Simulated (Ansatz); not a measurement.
# BCCD(T)/def2-SVP (core potential) run of SnH2O2 (SMILES [OH][Sn][OH])

Aim: the vertical ionisation energy of SnH2O2 at BCCD(T)/def2-SVP (core potential), from 2 runs. 

The calculation is run with Ansatz 0.2.0.

45 further runs of the same task are left out: 45 set aside as unsound or not needed.

**1. The system as given**

SnH2O2 has 5 atoms, charge 0, and is taken as a singlet. As SMILES, `[OH][Sn][OH]`. The coordinates come from a PBE0-D4/def2-TZVP relaxation. This is one conformer, not always the lowest.

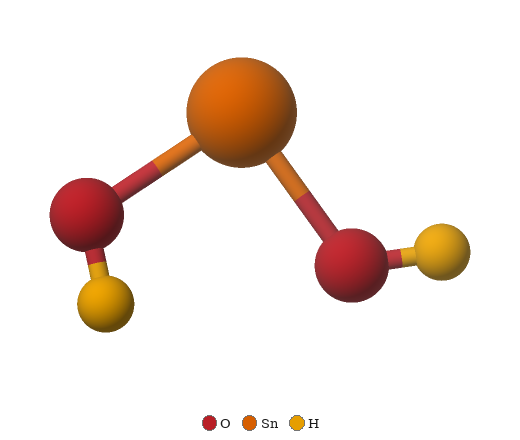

The structure, seen from a chosen angle (oxygen red, tin orange, hydrogen amber).

**2. The energy at BCCD(T)/def2-SVP (core potential)**

Input file molecule.yaml:

```yaml
crystal:
  periodic: [false, false, false]
  atoms:
    - {symbol: O, position_ang: [-0.984300, 0.177800, -0.613800]}
    - {symbol: Sn, position_ang: [-0.153700, -0.943900, 0.800900]}
    - {symbol: O, position_ang: [1.561800, 0.002900, 0.636100]}
    - {symbol: H, position_ang: [-1.901200, -0.005600, -0.831400]}
    - {symbol: H, position_ang: [1.527200, 0.695100, -0.033300]}
basis:
  gaussian: {orbitals: def2-SVP}
correlation: {method: bccd_t, frozen_orbitals: {H: 0, O: 1, Sn: 4}}
accuracy: high
scf: {omitted_lower_state_checks: [cluster_reference, increment]}
```

On the command line:

```bash
ansatz run molecule.yaml --threads 1 --pin off --max-ram 3480MiB --events-out events.jsonl --progress --plain --runs-dir runs
```

Log (excerpt; [...] marks lines left out):

```text
Warning: RAYON_NUM_THREADS=1 ignored (pool sized by the plan → 1); use --threads N
Functional definition: HF
  name "HF"
[...]
1456 factors; integrals over basis functions are off by at most 3.2e-9 eV
[...]
mean field -9909.06864491 eV, -364.1515560924 hartree, gradient 2.0e-8 eV, S^2 0.000000; 0 other end points of the search recorded, 0 dependent functions left out
6 core orbitals not correlated: weight in the atoms' cores, before any rotation towards them, 1.000 or more for the frozen orbitals, at most 0.000 for the correlated occupied ones
reference -9909.06864491 eV, -364.1515560924 hartree; 14, 14 occupied and 44, 44 virtual orbitals, 1456 factors
second order -12.95017218 eV of doubles, -0.00000000 eV of singles
cycle   1  -12.88699819 eV  change    6.3e-2 eV  update   1.2e-1
[...]
cycle  22  -13.32303603 eV  change   1.3e-10 eV  update   3.5e-9
perturbative correction -0.40090983 eV, -0.0147331645 hartree
Total energy: -9922.79259077 eV, -364.6559018003 hartree
Checks for a lower state left out: cluster_reference, increment
```

Wall time 15 s (1 thread of Arm Neoverse V1, shared host); peak memory 0.33 GiB.

**3. The doublet cation at the same level**

Input file job.yaml:

```yaml
crystal:
  periodic: [false, false, false]
  atoms:
    - {symbol: O, position_ang: [-0.984300, 0.177800, -0.613800]}
    - {symbol: Sn, position_ang: [-0.153700, -0.943900, 0.800900]}
    - {symbol: O, position_ang: [1.561800, 0.002900, 0.636100]}
    - {symbol: H, position_ang: [-1.901200, -0.005600, -0.831400]}
    - {symbol: H, position_ang: [1.527200, 0.695100, -0.033300]}
basis:
  gaussian: {orbitals: def2-SVP}
magnetization: {spin_polarized: true, initial_magnetization: 1}
scf: {omitted_lower_state_checks: [cluster_reference, increment]}
correlation: {method: bccd_t, frozen_orbitals: {H: 0, O: 1, Sn: 4}}
total_charge: 1
accuracy: high
```

On the command line:

```bash
ansatz run job.yaml --threads 1 --pin off --max-ram 3480MiB --events-out events.jsonl --progress --plain --runs-dir runs
```

Log (excerpt; [...] marks lines left out):

```text
Warning: RAYON_NUM_THREADS=1 ignored (pool sized by the plan → 1); use --threads N
[... 2 set-up lines as earlier in the session ...]
[...]
1456 factors; integrals over basis functions are off by at most 3.2e-9 eV
[...]
mean field -9900.14158466 eV, -363.8234926792 hartree, gradient 3.6e-8 eV, S^2 0.835026; 10 other end points of the search recorded, 0 dependent functions left out
6 core orbitals not correlated: weight in the atoms' cores, before any rotation towards them, 1.000 or more for the frozen orbitals, at most 0.000 for the correlated occupied ones
reference -9900.14158466 eV, -363.8234926792 hartree; 14, 13 occupied and 44, 45 virtual orbitals, 1456 factors
second order -12.12001455 eV of doubles, -0.00000000 eV of singles
cycle   1  -12.19381786 eV  change   -7.4e-2 eV  update   1.3e-1
[...]
cycle  38  -12.77772868 eV  change   -1.5e-9 eV  update   1.4e-9
perturbative correction -0.48246759 eV, -0.0177303568 hartree
Total energy: -9913.40178093 eV, -364.3107959039 hartree
Checks for a lower state left out: cluster_reference, increment
```

Run time: 73 s. Hardware: 1 thread of Arm Neoverse V1, shared host; peak memory 0.62 GiB.

**4. Summary of results**

At BCCD(T)/def2-SVP (core potential), 6 core orbitals frozen:

| quantity | value |
| --- | --- |
| singlet SnH2O2: total energy | -364.65590 Eh |
| singlet SnH2O2: correlation energy (6 core orbitals frozen) | -504.3 mEh |
| singlet SnH2O2: (T) correction | -14.73 mEh |
| doublet cation: total energy | -364.31080 Eh |
| doublet cation: correlation energy (6 core orbitals frozen) | -487.3 mEh |
| doublet cation: (T) correction | -17.73 mEh |
| doublet cation: ⟨S²⟩ of the reference determinant | 0.835 |
| vertical ionisation energy (to the doublet cation) | 9.391 eV |

In words: Removing an electron at fixed nuclei costs 9.39 eV (217 kcal/mol). The triples (singlet SnH2O2) make up 2.9 % of the correlation energy. The triples (doublet cation) make up 3.6 % of the correlation energy.
